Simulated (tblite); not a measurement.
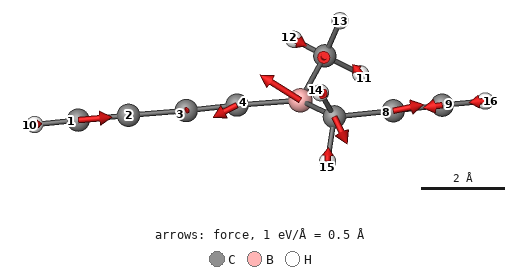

Starting geometry of C8H7B with the computed forces as red arrows. The picture is a ball-and-stick view, seen from a free direction.

Method: tblite 0.8.0, GFN2-xTB geometry optimisation, gas phase. 

Is this structure relaxed? If not, where do the atoms go?

It isn't relaxed: the largest force vector, on the B atom, is 2.34 eV/Å. The final displacements have little in common with the starting forces (cosine between the two patterns 0.26). The largest move after the best rigid fit is that of the B atom, 0.27 Å. By element the largest moves are B 0.27 Å, H 0.26 Å, C 0.17 Å. Near-neighbour distances that change, for instance: C–C 1.400 → 1.355 Å, B–C 1.537 → 1.497 Å, B–C 1.557 → 1.593 Å, C–H 1.123 → 1.096 Å. Among the angles between lasting bonds that change: B–C–C 109.7° → 114.9°, C–C–H 113.2° → 108.4°, C–B–C 116.3° → 121.0°. The energy falls by 0.364 eV in 72 geometry steps. The run took 0.44 s on 1 thread of Intel(R) Xeon(R) Platinum 8488C (shared host).
